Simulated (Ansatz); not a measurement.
# GeHO2P: what the fields show

Input file:

```
crystal:
  periodic: [false, false, false]
  atoms:
    - symbol: Ge
      position_ang: [0.465760, 1.336918, 0.105493]
    - symbol: O
      position_ang: [-1.207297, 0.589985, -0.015607]
    - symbol: O
      position_ang: [0.903358, -0.320154, -0.553383]
    - symbol: P
      position_ang: [-0.683366, -0.835105, -0.728339]
    - symbol: H
      position_ang: [-0.760529, -1.697885, 0.428635]
basis:
  gaussian: {orbitals: def2-TZVPD}
output: {forces: true, orbitals: {seedname: orbitals}}
hamiltonian: {xc: {name: PBE0}}
```

Command:

```sh
ansatz run input.yaml --threads 1 --pin off --max-ram 2610MiB --events-out events.jsonl --progress --plain --runs-dir runs
```

Geometry: PBE0-D3(BJ)/def2-SVP.

All numbers below come from isolated molecule in a Gaussian basis; Kohn-Sham density functional theory, functional PBE0 in Ansatz 0.2.0.

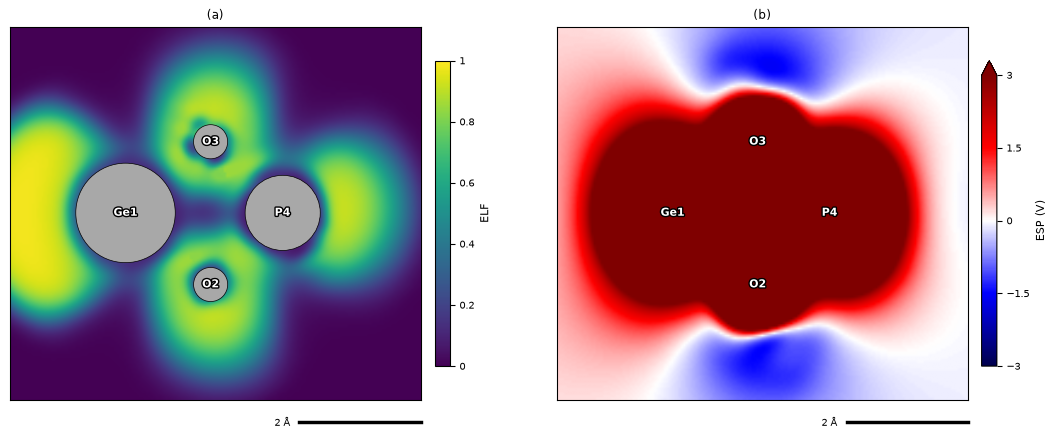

Figure 1. (a) electron localisation function; (b) electrostatic potential on the plane of atoms O2, Ge1 and P4. Grey discs cover the atomic cores in the ELF map.

Question: What do the fields say about this system?

Answer:
- The plane passes through Ge, O and P nuclei.
- P–O (1.68 Å): the ELF peaks at about 0.85 between the atoms; a polar covalent bond.
- Ge–O (1.84 Å): the ELF peaks at about 0.85 in the valence shell of O, 0.6 Å from its nucleus, and is about 0.35 at the midpoint.
- Ge–P (2.59 Å): the ELF is about 0.15 at the midpoint.
- The ELF also peaks beside O2 and O3, away from the bonds: lone-pair regions.
- Outside the dense part of the molecule the potential is most negative (−1.6 V) near O2 and O3.

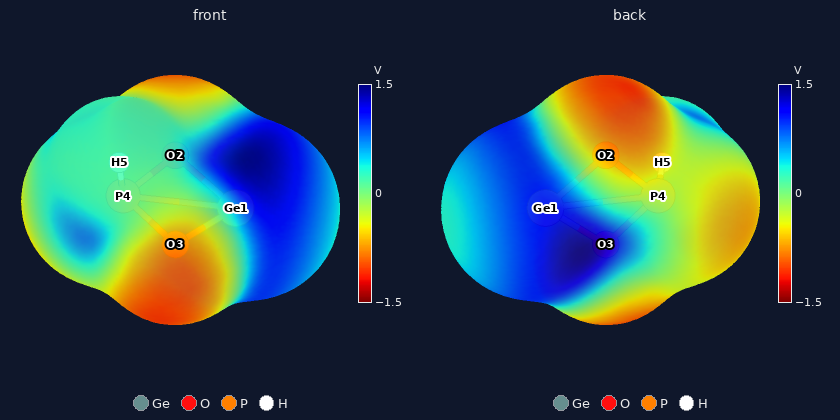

Figure 2. The electrostatic potential painted on the density surface at 0.001 e/bohr³, seen from the front and from behind; the colour scale runs from red (negative) to blue (positive).

Question: Describe the electrostatic potential map.

Answer: The most negative region (about −1.1 V) lies over O2 and O3, the most positive (about +1.4 V) over Ge1.

Question: What dipole moment does the calculation give?

Answer: Its dipole moment is 1.66 D.

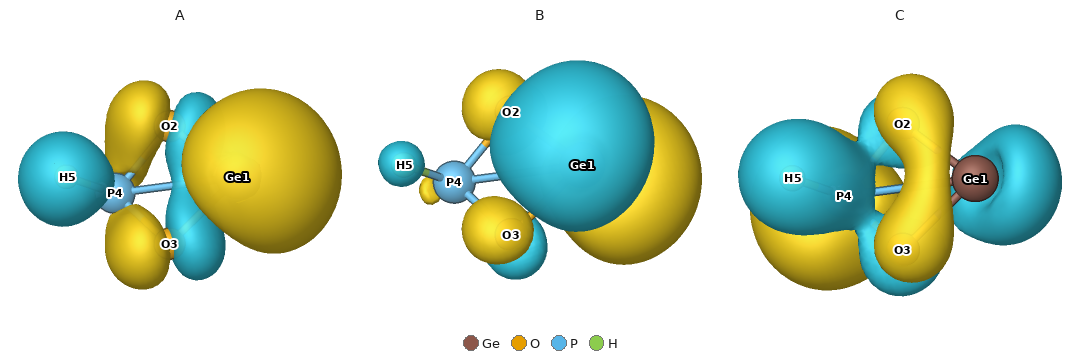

Figure 3. Three frontier orbitals at ±0.08 Å⁻³ᐟ² (yellow and cyan are the two phases), in no order.

Question: Which picture is the HOMO−1, the HOMO and the LUMO?

Answer: A is the HOMO−1 (−8.60 eV). It lies mainly on Ge1 (about 55 %), O2 (about 15 %), O3 (about 15 %), P4 (about 10 %) and H5 (about 5 %). C is the HOMO (−6.99 eV). By Hirshfeld shares it lies mainly on P4 (about 55 %), Ge1 (about 15 %), H5 (about 10 %), O2 (about 10 %) and O3 (about 10 %). B is the LUMO (−2.34 eV). It lies mainly on Ge1 (about 80 %), O2 (about 5 %) and O3 (about 5 %).

Question: What is the HOMO–LUMO gap?

Answer: 4.65 eV between the orbital energies.
